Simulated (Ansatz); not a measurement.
# Calculations on H8CO6

## 1. Relaxation

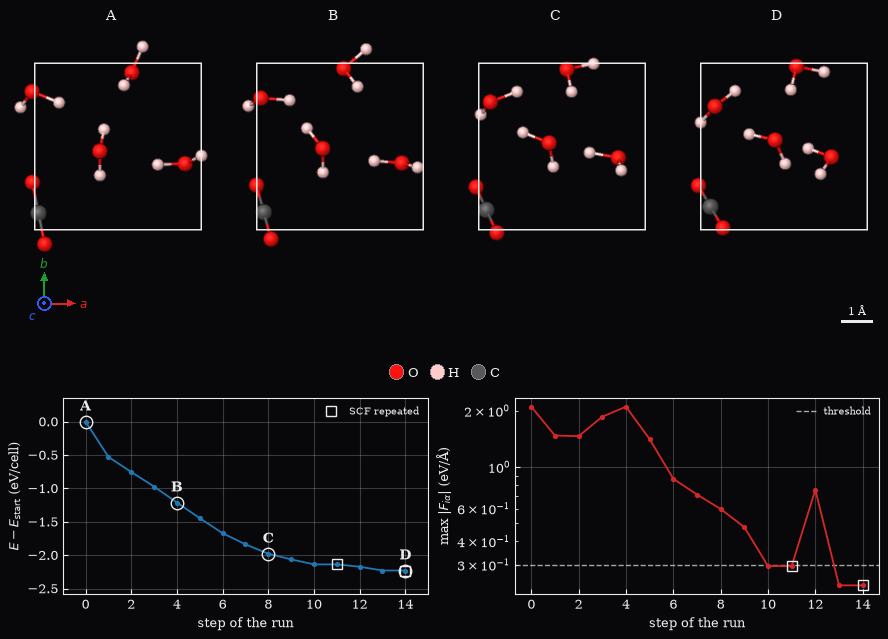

Frames of a relaxation of an amorphous cell of composition H8CO6, marked on the history of the run. The picture is a ball-and-stick view of the cell of the calculation, seen along the c axis.

The cell holds 4 H2O + 1 CO2. The run prepares the start of a later molecular dynamics calculation, from a guessed geometry.

These are results of DFT r2SCAN, scalar-relativistic, plane waves, PAW (Ansatz 0.2.0), not measurements.

Input
```yaml
accuracy: low
crystal:
  lattice:
    - [5.511272, 0.0, 0.0]
    - [0.0, 5.511272, 0.0]
    - [0.0, 0.0, 5.511272]
  atoms:
    - { symbol: O, position: [-0.0158592, 0.8287803, 0.6561892] }
    - { symbol: H, position: [-0.085695, 0.7343381, 0.525464] }
    - { symbol: H, position: [0.1459312, 0.762689, 0.674662] }
    - { symbol: O, position: [0.3902736, 0.4712096, 0.2560817] }
    - { symbol: H, position: [0.4157929, 0.6016197, 0.1410711] }
    - { symbol: H, position: [0.3914401, 0.3261699, 0.1568467] }
    - { symbol: O, position: [0.582486, 0.9428964, 0.9101724] }
    - { symbol: H, position: [0.6474561, 1.0986912, 0.9590838] }
    - { symbol: H, position: [0.5356738, 0.8669266, 1.0615747] }
    - { symbol: O, position: [0.9028244, 0.3959296, 0.3722217] }
    - { symbol: H, position: [1.0008659, 0.4439711, 0.5099363] }
    - { symbol: H, position: [0.7392923, 0.390328, 0.4363414] }
    - { symbol: C, position: [0.0228153, 0.0986311, 0.0387294] }
    - { symbol: O, position: [0.0597789, -0.0871743, 0.1379639] }
    - { symbol: O, position: [-0.0141483, 0.2844365, -0.0605051] }
basis:
  ecutwfc: 500.0
kpoints:
  mp_grid: { grid: [1, 1, 1] }
hamiltonian:
  xc: r2scan
scf:
  occupations: { method: fermi_dirac, width: 0.05 }
  lower_state_search: "off"
relax:
  f_tol: 0.3
  max_steps: 15
  adjacent_minimum: "off"
```

Launched with:
```bash
ansatz run input.yaml --threads 1 --pin off --max-ram 3072MiB --backend cpu --events-out ev --progress --plain --runs-dir out
```

What happens along the run?

The atom that moves furthest is H11 (1.77 Å along [−3 −1 1]). Largest moves by element: H 1.77 Å, O 1.11 Å, C 0.67 Å. The cell doesn't change. Among the contacts that change: C13–O14 1.179 → 1.158 Å, O1–H2 0.969 → 0.976 Å. Among the angles between lasting bonds that change: H8–O7–H9 104.0° → 101.4°, H11–O10–H12 104.0° → 106.0°. Over 12 accepted moves (14 points after the start) the energy falls by 2.230 eV per cell of the calculation. The largest force component goes from 2.1 to 0.23 eV/Å. 2 steps only repeated the SCF at the same geometry. The forces were under the threshold at step 10, but the run went on from there. Cost: 3.6 min on 1 thread of Intel(R) Xeon(R) Processor @ 2.50GHz (Skylake/Cascade Lake) (shared host), peak memory 0.52 GiB. From step 0 to 4: H5 moves most (0.64 Å), energy −1.212 eV per cell of the calculation. From step 4 to 8: H atoms move most (0.68 Å), energy −0.767 eV per cell of the calculation. From step 8 to 14: H11 moves most (0.77 Å), energy −0.251 eV per cell of the calculation.

```csv
step,"E − E(0), meV/atom","largest force component, eV/Å",note
0,0.00,2.1060,
1,-35.21,1.4767,
2,-50.35,1.4650,
3,-64.87,1.8632,
4,-80.81,2.1073,
5,-96.44,1.4126,
6,-111.45,0.8664,
7,-122.55,0.7136,
8,-131.92,0.5972,
9,-137.59,0.4775,
10,-142.59,0.2955,
11,-142.59,0.2956,"same geometry, SCF repeated"
12,-144.93,0.7565,
13,-148.68,0.2330,
14,-148.68,0.2328,"same geometry, SCF repeated"
```

Limits of the set-up: the program's low-accuracy preset was used; the periodic images lie only 5.5 Å apart, so the values are limited by the cell's size.

## 2. Dynamics

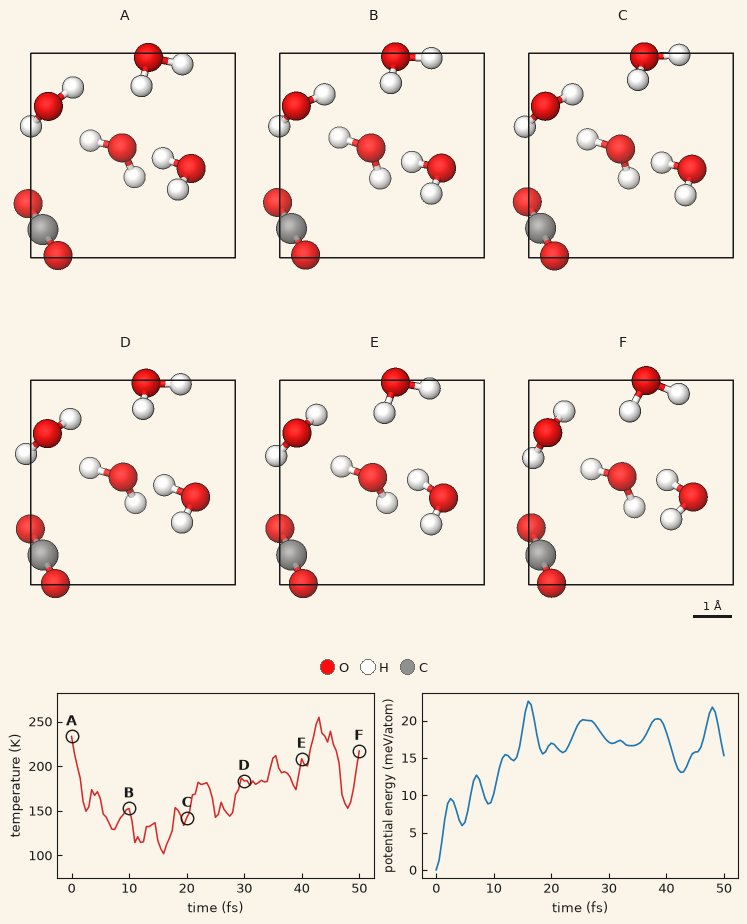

Molecular dynamics of a periodic cell with 4 H2O + 1 CO2 at 1.151 g/cm³, 50 fs long. Frames (A at 0 fs, B at 10 fs, C at 20 fs, D at 30 fs, E at 40 fs, F at 50 fs) and the history of the run. Style: ball-and-stick. Shown: the simulation cell, along the c axis.

Computed with DFT r2SCAN, scalar-relativistic, plane waves, PAW (Ansatz). Run with plane-wave cutoff 500 eV; k-point mesh 1 × 1 × 1; Fermi-Dirac smearing 0.05 eV; low-accuracy preset; Langevin thermostat (NVT); set temperature 250 K; time step 0.5 fs; friction 0.02 per fs.

**Describe the run.**

In the second half of the run the atoms are, in the root-mean-square, this far from where they began (common drift taken out): H 0.21 Å, O 0.12 Å, C 0.09 Å. The heavy atoms stay within a fraction of a molecule's size of their starting places; so short a run doesn't tell a liquid from a solid. The mean temperature in the second half is 190 K (standard deviation 28 K). The potential energy in the second half lies on average 17.7 meV per atom above the first frame.

Limits of the set-up: the program's low-accuracy preset was used; the periodic images lie only 5.5 Å apart, so the values are limited by the cell's size.

The run took 20 min on 1 thread of Intel(R) Xeon(R) Processor @ 2.50GHz (Skylake/Cascade Lake) (shared host), peak memory 0.52 GiB.

## 3. Dynamics

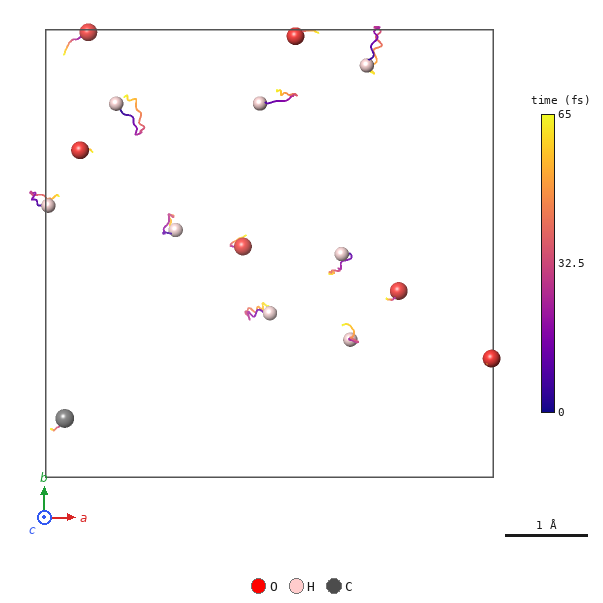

First-principles dynamics of a periodic cell with 4 H2O + 1 CO2 at 1.151 g/cm³, 65 fs long. It starts from the last geometry of an earlier run, with fresh velocities. Lines trace each atom's path, coloured by time; spheres stand at the starting positions. Seen along the c axis in the simulation cell.

The calculation used DFT r2SCAN, scalar-relativistic, plane waves, PAW (Ansatz). Settings: plane-wave cutoff 500 eV; k-point mesh 1 × 1 × 1; Fermi-Dirac smearing 0.05 eV; low-accuracy preset; Langevin thermostat (NVT); set temperature 250 K; time step 0.5 fs; friction 0.01 per fs.

Question: What do the traces tell about the motion?

Answer: Root-mean-square distances from the starting positions over the second half, with the common drift of all atoms taken out: H 0.33 Å, O 0.22 Å, C 0.19 Å. The heavy atoms stay within a fraction of a molecule's size of their starting places; so short a run doesn't tell a liquid from a solid.

Limits of the set-up: the program's low-accuracy preset was used; the periodic images lie only 5.5 Å apart, so the values are limited by the cell's size.
